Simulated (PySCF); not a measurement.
# SbH₄⁻: relaxation and vibrations of the singlet

The task is one start of a wider search on SbH₄⁻: the singlet, from a square planar start. It is relaxed, tested by its Hessian and followed downhill if it is a saddle.

The runs use PySCF 2.14.0; PBE0, basis Sb def2-TZVPD with ECP28, H def2-TZVPD, scalar-relativistic core potentials, no spin–orbit coupling, density fitting.

### 1 The system as given

5 atoms, charge -1, spin multiplicity 1.

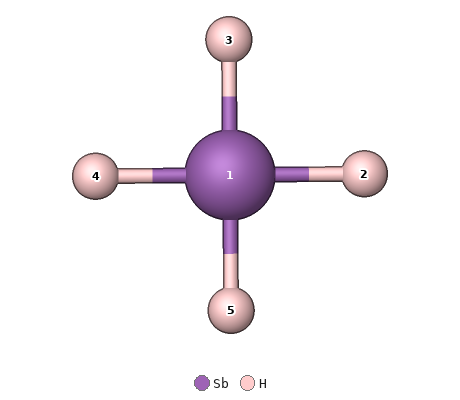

Start geometry, drawn with antimony purple, hydrogen pink; atoms are numbered from 1 in the order of the file.

```xyz
5
charge -1 multiplicity 1
Sb    0.0000    0.0000    0.0000
H     1.7200    0.0000    0.0000
H     0.0000    1.7200    0.0000
H    -1.7200    0.0000    0.0000
H     0.0000   -1.7200    0.0000
```

### 2 Finding the electronic state

One driver script runs all steps and calls PySCF; scf.py shows how it sets up the SCF of each step. The optimiser is the driver's own. After this first run the driver tries any further starts and a stability analysis.

scf.py

```python
from pyscf import gto, scf, dft
mol = gto.M(atom='''
Sb     0.000000     0.000000     0.000000
H      1.720000     0.000000     0.000000
H      0.000000     1.720000     0.000000
H     -1.720000     0.000000     0.000000
H     -0.000000    -1.720000     0.000000''',
    basis={'Sb': 'def2-TZVPD', 'H': 'def2-TZVPD'},
    ecp={'Sb': 'def2-TZVPD'},
    charge=-1, spin=0)
mf = dft.RKS(mol, xc='PBE0')
mf.grids.atom_grid = (50, 194)
aux = {'Sb': 'def2-universal-JKFIT', 'H': 'def2-universal-JKFIT'}
mf = mf.density_fit(auxbasis=aux)
mf.conv_tol = 1e-08
mf.diis_space = 10
mf.max_cycle = 60
mf.init_guess = 'minao'
mf.verbose = 4
mf.kernel()
```

The run is started by

```bash
$ OMP_NUM_THREADS=2 python axn.py task.json out
```

Standard output:

```text
init E= -203.905881123762
  HOMO = -0.649743649012462  LUMO = -0.526967810294253  gap/eV = 3.34090
cycle= 1 E= -240.871306094247  delta_E=  -37  |g|= 2.92  |ddm|=   17
  HOMO = 0.214170721525466  LUMO = 0.23931142786066  gap/eV = 0.68411
cycle= 2 E= -239.669979006762  delta_E=  1.2  |g|= 4.03  |ddm|= 45.6
  HOMO = -0.0095912769788784  LUMO = 0.0894262656674574  gap/eV = 2.69440
cycle= 3 E= -242.549149195816  delta_E= -2.88  |g|= 0.135  |ddm|= 45.3
  HOMO = 0.0308346034068263  LUMO = 0.144380726001508  gap/eV = 3.08975
cycle= 4 E= -242.552080664076  delta_E= -0.00293  |g|= 0.0856  |ddm|= 0.365
  HOMO = 0.00602914039820668  LUMO = 0.130745269070652  gap/eV = 3.39370
cycle= 5 E= -242.555131849267  delta_E= -0.00305  |g|= 0.00543  |ddm|= 0.148
  HOMO = 0.0041579537770593  LUMO = 0.129014695989884  gap/eV = 3.39753
cycle= 6 E= -242.555142238804  delta_E= -1.04e-05  |g|= 0.000984  |ddm|= 0.00816
  HOMO = 0.00396150286810837  LUMO = 0.128924346825629  gap/eV = 3.40041
cycle= 7 E= -242.555142587855  delta_E= -3.49e-07  |g|= 6.54e-05  |ddm|= 0.00177
  HOMO = 0.00397629012376211  LUMO = 0.12892186600866  gap/eV = 3.39994
cycle= 8 E= -242.555142589605  delta_E= -1.75e-09  |g|= 4.37e-06  |ddm|= 0.00013
  HOMO = 0.00397725547355332  LUMO = 0.128922706292041  gap/eV = 3.39994
Extra cycle  E= -242.555142589618  delta_E= -1.25e-11  |g|= 1.06e-06  |ddm|= 2.27e-05
converged SCF energy = -242.555142589618
```

This step, with its further starts and checks, ran for 3.5 s (2 threads of Intel Xeon Platinum 8488C (Sapphire Rapids), shared host).

No lower closed-shell solution turned up in the test of internal stability.

### 3 Relaxation: square planar start, singlet

The program finds D4h symmetry in the start, which this walk keeps. Threshold on the gradient: 0.0003 Eh/bohr, with a further test on the energy change.

Changes to scf.py since step 2:

```diff
@@ -4,2 +4,2 @@
-H      1.720000     0.000000     0.000000
-H      0.000000     1.720000     0.000000
+H      1.720000    -0.000000    -0.000000
+H      0.000000     1.720000    -0.000000
@@ -18 +17,0 @@
-mf.init_guess = 'minao'
```

The optimiser's trace:

```tsv
step	energy (Eh)	change (kJ/mol)	largest symmetric gradient (Eh/bohr)
0	-242.555143	0.00	0.00821
1	-242.555964	-2.16	0.00276
2	-242.556075	-2.45	0.00018
3	-242.556076	-2.45	0.00000
```

The walk took 9.3 s.

End point (D4h, 3 steps, 2.4 kJ/mol gained): Sb–H 1.751 Å (×4); H–Sb–H 90.0° (×4), H–Sb–H 180.0° (×2).

### 4 Hessian and properties

On the finer grid the gradient is checked again; gradients at displacements of ±0.02 bohr then give force constants and infrared intensities.

Changes to scf.py since step 3:

```diff
@@ -3,5 +3,5 @@
-Sb     0.000000     0.000000     0.000000
-H      1.720000    -0.000000    -0.000000
-H      0.000000     1.720000    -0.000000
-H     -1.720000     0.000000     0.000000
-H     -0.000000    -1.720000     0.000000''',
+Sb     0.000000     0.000000    -0.000000
+H      1.750735     0.000000    -0.000000
+H     -0.000000     1.750735    -0.000000
+H     -1.750735    -0.000000     0.000000
+H      0.000000    -1.750735     0.000000''',
@@ -12 +12 @@
-mf.grids.atom_grid = (50, 194)
+mf.grids.atom_grid = (75, 302)
@@ -15 +15 @@
-mf.conv_tol = 1e-08
+mf.conv_tol = 1e-10
```

This SCF starts from the last density.

SCF at the final geometry:

```text
init E= -242.556080575794
  HOMO = 0.00335186926156616  LUMO = 0.122736362584602  gap/eV = 3.24862
cycle= 1 E= -242.556080575794  delta_E=    0  |g|= 7.46e-06  |ddm|= 1.84e-05
  HOMO = 0.00334997953231397  LUMO = 0.122735475886431  gap/eV = 3.24864
Extra cycle  E= -242.556080575792  delta_E= 1.59e-12  |g|= 7.91e-06  |ddm|= 1.93e-05
converged SCF energy = -242.556080575792
```

The whole step took 28 s.

Geometry: D4h; Sb–H 1.751 Å (×4); H–Sb–H 90.0° (×4), H–Sb–H 180.0° (×2).

Harmonic modes (main isotopes):

```json
{"symmetry": "a2u", "ω (cm⁻¹)": "827i", "IR (km/mol)": "0.5", "type": "bend"}
{"symmetry": "b2u", "ω (cm⁻¹)": "666", "IR (km/mol)": "0.0", "type": "bend"}
{"symmetry": "eu", "ω (cm⁻¹)": "879", "IR (km/mol)": "705", "type": "bend"}
{"symmetry": "b2g", "ω (cm⁻¹)": "1132", "IR (km/mol)": "0.0", "type": "bend"}
{"symmetry": "b1g", "ω (cm⁻¹)": "1474", "IR (km/mol)": "0.0", "type": "stretch"}
{"symmetry": "eu", "ω (cm⁻¹)": "1693", "IR (km/mol)": "1193", "type": "stretch"}
{"symmetry": "a1g", "ω (cm⁻¹)": "1860", "IR (km/mol)": "0.0", "type": "stretch"}
```

1 mode is imaginary, the largest at 827i cm⁻¹: a saddle point, not a minimum.

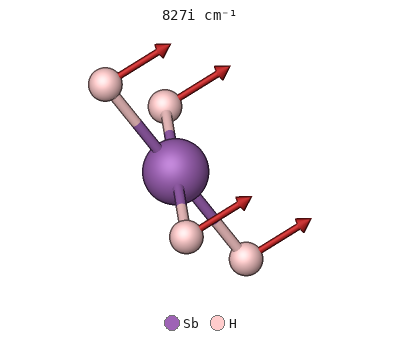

The imaginary mode, as arrows.

Constants and moments:

```yaml
Dipole_moment_about_the_centre_of_mass: 0.00 D
Highest_occupied_level: 0.09 eV
Lowest_empty_level: 3.34 eV
Rotational_constants: 2.729, 2.729, 1.364 cm⁻¹
Zero-point_energy_real_modes: 61.5 kJ/mol
Principal_polarisabilities: 85.0, 85.0, 99.0 bohr³
Principal_traceless_quadrupole_moments_about_the_centre_of_mass: -0.61, 0.31, 0.31 D Å
```

Charges (e) and bond orders:

```tsv
atom	Mulliken	Löwdin	polar tensor	Mayer order to Sb1
Sb1	-0.91	0.06	0.30	–
H2,3,4,5	-0.02	-0.26	-0.32	0.91
```

Outer orbital energies (eV). occupied: -29.80, -29.78, -29.78, -10.32, -4.91, -4.91, -1.03, 0.09; empty: 3.34, 5.13, 5.91, 6.05.

Mulliken populations on Sb1 (outside its core potential): s 3.56, p 9.79, d 10.52, f 0.03.

### 5 Following the imaginary mode

The start is the last point, displaced along its most imaginary mode.

The program finds C4v symmetry in the start, which this walk keeps. Threshold on the gradient: 0.0003 Eh/bohr, with a further test on the energy change.

Changes to scf.py since step 4:

```diff
@@ -3,5 +3,5 @@
-Sb     0.000000     0.000000    -0.000000
-H      1.750735     0.000000    -0.000000
-H     -0.000000     1.750735    -0.000000
-H     -1.750735    -0.000000     0.000000
-H      0.000000    -1.750735     0.000000''',
+Sb     0.000000    -0.000000    -0.004001
+H      1.750735     0.000000     0.120000
+H     -0.000000     1.750735     0.120000
+H     -1.750735    -0.000000     0.120000
+H      0.000000    -1.750735     0.120000''',
@@ -12 +12 @@
-mf.grids.atom_grid = (75, 302)
+mf.grids.atom_grid = (50, 194)
@@ -15 +15 @@
-mf.conv_tol = 1e-10
+mf.conv_tol = 1e-08
```

The optimiser's trace:

```tsv
step	energy (Eh)	change (kJ/mol)	largest symmetric gradient (Eh/bohr)
0	-242.558750	0.00	0.02212
1	-242.567052	-21.80	0.03765
2	-242.582224	-61.63	0.02930
3	-242.584339	-67.18	0.03236
4	-242.588572	-78.30	0.00326
5	-242.588795	-78.88	0.00202
6	-242.588911	-79.19	0.00002
```

The walk took 17 s.

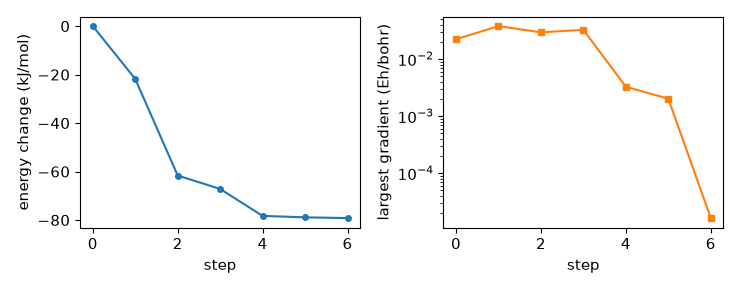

Energy and largest gradient along the walk.

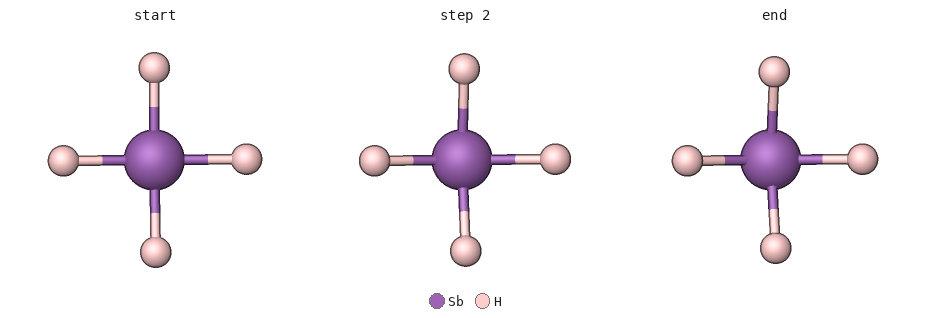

The geometry along the walk, at one scale.

After 6 steps and 79.2 kJ/mol it ends at C4v: Sb–H 1.812 Å (×4); H–Sb–H 81.6° (×4), H–Sb–H 135.0° (×2).

### 6 Vibrations and properties at this point

As before: finer grid, then central differences.

Changes to scf.py since step 5:

```diff
@@ -3,5 +3,5 @@
-Sb     0.000000    -0.000000    -0.004001
-H      1.750735     0.000000     0.120000
-H     -0.000000     1.750735     0.120000
-H     -1.750735    -0.000000     0.120000
-H      0.000000    -1.750735     0.120000''',
+Sb     0.000000    -0.000000    -0.021976
+H      1.674515     0.000000     0.671353
+H     -0.000000     1.674515     0.671353
+H     -1.674515    -0.000000     0.671353
+H      0.000000    -1.674515     0.671353''',
@@ -12 +12 @@
-mf.grids.atom_grid = (50, 194)
+mf.grids.atom_grid = (75, 302)
@@ -15 +15 @@
-mf.conv_tol = 1e-08
+mf.conv_tol = 1e-10
```

SCF at the final geometry:

```text
init E= -242.588938615482
  HOMO = -0.0140138099473557  LUMO = 0.141898653693009  gap/eV = 4.24259
cycle= 1 E= -242.58893861548  delta_E= 2.5e-12  |g|= 2.41e-06  |ddm|= 5.48e-06
  HOMO = -0.0140140899399697  LUMO = 0.141898446557228  gap/eV = 4.24260
Extra cycle  E= -242.588938615485  delta_E= -5.8e-12  |g|= 2.31e-06  |ddm|= 5.17e-06
converged SCF energy = -242.588938615485
```

The whole step ran for 34 s (2 threads of Intel Xeon Platinum 8488C (Sapphire Rapids), shared host).

Geometry: C4v; Sb–H 1.812 Å (×4); H–Sb–H 81.6° (×4), H–Sb–H 135.0° (×2).

Modes, for the most abundant isotopes:

| symmetry | ω (cm⁻¹) | IR (km/mol) | μ (u) | type |
| --- | --- | --- | --- | --- |
| b1 | 365i | 0.0 | 1.01 | bend |
| a1 | 783 | 232 | 1.04 | bend |
| e | 960 | 772 | 1.02 | bend |
| b2 | 1094 | 0.0 | 1.01 | bend |
| b1 | 1343 | 0.0 | 1.01 | stretch |
| e | 1455 | 2462 | 1.02 | stretch |
| a1 | 1644 | 202 | 1.01 | stretch |

1 mode is imaginary, the largest at 365i cm⁻¹: a saddle point, not a minimum.

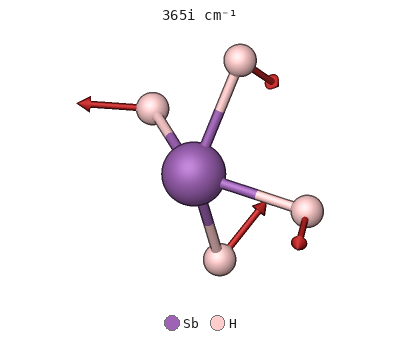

The imaginary mode, as arrows.

Properties at this point:

```yaml
Dipole_moment_about_the_centre_of_mass: 1.80 D
Highest_occupied_level: -0.38 eV
Lowest_empty_level: 3.86 eV
Rotational_constants: 2.24, 2.24, 1.491 cm⁻¹
Zero-point_energy_real_modes: 58.0 kJ/mol
Principal_polarisabilities: 75.4, 83.8, 83.8 bohr³
Principal_traceless_quadrupole_moments_about_the_centre_of_mass: -1.51, -1.51, 3.01 D Å
```

Populations by atom (charges in e):

| atom | Mulliken | Löwdin | polar tensor | Mayer order to Sb1 |
| --- | --- | --- | --- | --- |
| Sb1 | -0.78 | 0.12 | 0.90 | – |
| H2,3,4,5 | -0.05 | -0.28 | -0.47 | 0.93 |

Outer orbital energies (eV). occupied: -29.91, -29.91, -29.89, -10.15, -4.23, -4.23, -1.25, -0.38; empty: 3.86, 5.49, 5.49, 5.87.

Mulliken populations on Sb1 (outside its core potential): s 3.76, p 9.46, d 10.52, f 0.03.

### 7 Leaving the saddle point

The start is the last point, displaced along its most imaginary mode.

The program finds C2v symmetry in the start, which this walk keeps.

Changes to scf.py since step 6:

```diff
@@ -3,5 +3,5 @@
-Sb     0.000000    -0.000000    -0.021976
-H      1.674515     0.000000     0.671353
-H     -0.000000     1.674515     0.671353
-H     -1.674515    -0.000000     0.671353
-H      0.000000    -1.674515     0.671353''',
+Sb     0.000000    -0.000000    -0.022372
+H      1.595774     0.000000     0.761510
+H     -0.000000     1.753255     0.580403
+H     -1.595774    -0.000000     0.761510
+H     -0.000000    -1.753255     0.580403''',
@@ -12 +12 @@
-mf.grids.atom_grid = (75, 302)
+mf.grids.atom_grid = (50, 194)
@@ -15 +15 @@
-mf.conv_tol = 1e-10
+mf.conv_tol = 1e-08
```

Steps of the walk:

```tsv
step	energy (Eh)	change (kJ/mol)	largest symmetric gradient (Eh/bohr)
0	-242.589418	0.00	0.00104
1	-242.589645	-0.60	0.00175
2	-242.590935	-3.99	0.00762
3	-242.591528	-5.54	0.00739
4	-242.592801	-8.88	0.01161
5	-242.593193	-9.91	0.00298
6	-242.593311	-10.22	0.00167
7	-242.593359	-10.35	0.00054
8	-242.593362	-10.36	0.00011
```

The walk took 23 s.

Positions (Å) and forces (eV/Å) along the way:

```
step 0
Sb   0.000   0.000  -0.022   0.000   0.000  -0.030
H    1.596   0.000   0.762  -0.054   0.000   0.050
H    0.000   1.753   0.580   0.000   0.018  -0.034
H   -1.596   0.000   0.762   0.054   0.000   0.050
H    0.000  -1.753   0.580   0.000  -0.018  -0.034
step 1
Sb   0.000   0.000  -0.025   0.000   0.000  -0.004
H    1.580   0.000   0.788  -0.090   0.000   0.017
H    0.000   1.761   0.555   0.000   0.079  -0.015
H   -1.580   0.000   0.788   0.090   0.000   0.017
H    0.000  -1.761   0.555   0.000  -0.079  -0.015
step 4
Sb   0.000   0.000  -0.022   0.000   0.000  -0.597
H    1.306   0.000   1.057   0.241   0.000   0.193
H    0.000   1.925   0.285   0.000   0.183   0.106
H   -1.306   0.000   1.057  -0.241   0.000   0.193
H    0.000  -1.925   0.285   0.000  -0.183   0.106
step 8
Sb   0.000   0.000  -0.045   0.000   0.000  -0.005
H    1.328   0.000   1.043  -0.001   0.000   0.006
H    0.000   1.944   0.310   0.000  -0.002  -0.003
H   -1.328   0.000   1.043   0.001   0.000   0.006
H    0.000  -1.944   0.310   0.000   0.002  -0.003
```

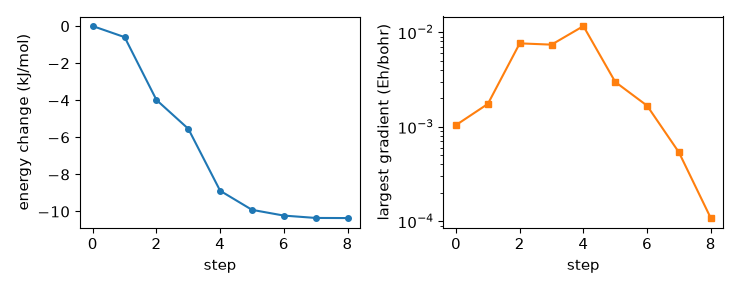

How energy and gradient fall.

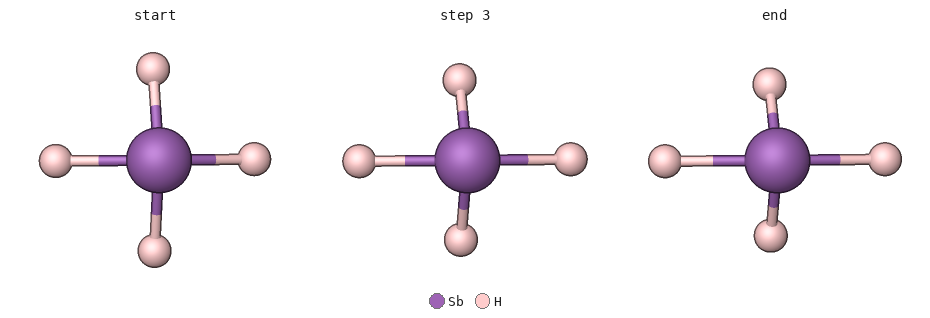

The geometry along the walk, at one scale.

End point (C2v, 8 steps, 10.4 kJ/mol gained): Sb–H 1.717 Å (×2), Sb–H 1.976 Å (×2); H–Sb–H 83.5° (×4), H–Sb–H 101.3°, H–Sb–H 159.3°.

### 8 Is it a minimum? Harmonic modes

As before: finer grid, then central differences.

Changes to scf.py since step 7:

```diff
@@ -3,5 +3,5 @@
-Sb     0.000000    -0.000000    -0.022372
-H      1.595774     0.000000     0.761510
-H     -0.000000     1.753255     0.580403
-H     -1.595774    -0.000000     0.761510
-H     -0.000000    -1.753255     0.580403''',
+Sb     0.000000     0.000000    -0.023604
+H      1.325181    -0.000000     1.068164
+H     -0.000000     1.944069     0.329206
+H     -1.325181    -0.000000     1.068164
+H     -0.000000    -1.944069     0.329206''',
@@ -12 +12 @@
-mf.grids.atom_grid = (50, 194)
+mf.grids.atom_grid = (75, 302)
@@ -15 +15 @@
-mf.conv_tol = 1e-08
+mf.conv_tol = 1e-10
```

Log of the central SCF (cycles and frontier levels):

```text
init E= -242.593362482692
  HOMO = 0.00500591111502313  LUMO = 0.146950758148733  gap/eV = 3.86252
cycle= 1 E= -242.593362482691  delta_E= 9.09e-13  |g|= 4.61e-06  |ddm|= 1.1e-05
  HOMO = 0.00500633726074895  LUMO = 0.146950992260376  gap/eV = 3.86251
Extra cycle  E= -242.593362482689  delta_E= 2.05e-12  |g|= 4.85e-06  |ddm|= 1.09e-05
converged SCF energy = -242.593362482689
```

The whole step took 58 s.

Geometry: C2v; Sb–H 1.717 Å (×2), Sb–H 1.976 Å (×2); H–Sb–H 83.5° (×4), H–Sb–H 101.0°, H–Sb–H 159.4°.

Modes, for the most abundant isotopes:

```csv
symmetry,ω (cm⁻¹),IR (km/mol)
a1,504,11.4
b2,711,186
a1,772,203
b1,820,2231
a2,904,0.0
b1,965,1779
a1,1233,22.4
a1,1865,174
b2,1890,323
```

No imaginary mode, so this is a minimum.

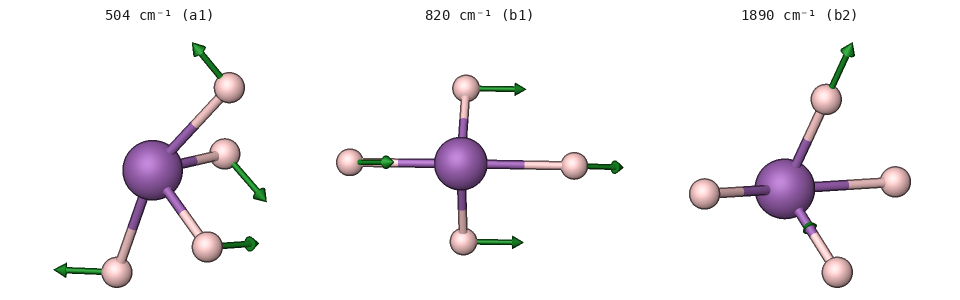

Displacements of 3 of the modes, as arrows (one member where a mode is degenerate).

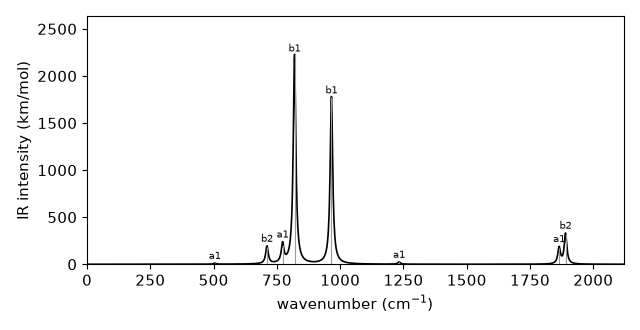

The harmonic infrared spectrum (widths in cm⁻¹). Lines are broadened to a width of 12 cm⁻¹ (Lorentzian).

Constants and moments:

```yaml
Dipole_moment_about_the_centre_of_mass: 1.66 D
Highest_occupied_level: 0.14 eV
Lowest_empty_level: 4.00 eV
Rotational_constants: 2.752, 1.652, 1.511 cm⁻¹
Zero-point_energy: 57.8 kJ/mol
Principal_polarisabilities: 66.6, 73.4, 119.3 bohr³
Principal_traceless_quadrupole_moments_about_the_centre_of_mass: -16.83, 6.58, 10.25 D Å
Entropy_at_298.15_K_and_1_bar: 245.9 J/(mol K)
Heat_capacity_Cp_at_298.15_K: 52.1 J/(mol K)
Enthalpy_at_298.15_K_above_0_K: 11.49 kJ/mol
Rotational_symmetry_number: 2
```

Populations by atom (charges in e):

```csv
atom,Mulliken,Löwdin,polar tensor,Mayer order to Sb1
Sb1,-0.89,0.11,0.95,–
"H2,4",0.01,-0.25,-0.30,0.96
"H3,5",-0.07,-0.31,-0.68,1.00
```

Mulliken populations on Sb1 (outside its core potential): s 3.90, p 9.36, d 10.61, f 0.03.

### 9 The points found, side by side

| spin | group | bonds | imaginary modes (cm⁻¹) | ΔE (kJ/mol) | with zero-point energy |
| --- | --- | --- | --- | --- | --- |
| singlet | C2v | Sb–H 1.717 Å (×2), Sb–H 1.976 Å (×2) | none | 0.0 | 0.0 |
| singlet | C4v | Sb–H 1.812 Å (×4) | 365i | 11.6 | – |
| singlet | D4h | Sb–H 1.751 Å (×4) | 827i | 97.9 | – |

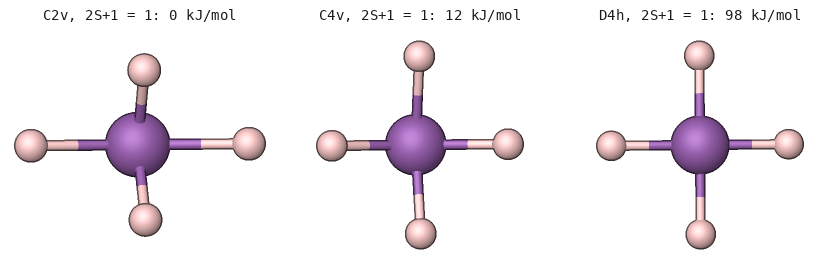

The points, lowest first (antimony purple, hydrogen pink).

### 10 What came out

```
                            quantity                                                                                        value
                             minimum                                                                                 singlet, C2v
                            geometry        Sb–H 1.717 Å (×2), Sb–H 1.976 Å (×2); H–Sb–H 83.5° (×4), H–Sb–H 101.0°, H–Sb–H 159.4°
                  wavenumbers (cm⁻¹)  504 (a1), 711 (b2), 772 (a1), 820 (b1), 904 (a2), 965 (b1), 1233 (a1), 1865 (a1), 1890 (b2)
      dipole moment (centre of mass)                                                                                       1.66 D
highest occupied, lowest empty level                                                                                0.14, 4.00 eV
          polar-tensor charge of Sb1                                                                                      +0.95 e
                   zero-point energy                                                                                  57.8 kJ/mol
                 entropy at 298.15 K                                                                              245.9 J/(mol K)
```

The square planar start (D4h) ends in a minimum of C2v symmetry, after a stop at a saddle point 11.6 kJ/mol higher, from which it was pushed off along an imaginary mode. The strongest infrared band lies at 820 cm⁻¹ (b1, mixed). Only this shape and spin were tried, so other structures or states may lie lower. A highest occupied level above zero is common for anions with such functionals; it warns that the extra electron is poorly described. Spin–orbit coupling is left out.

The search up to here ran for 2.9 min (2 threads of Intel Xeon Platinum 8488C (Sapphire Rapids), shared host).
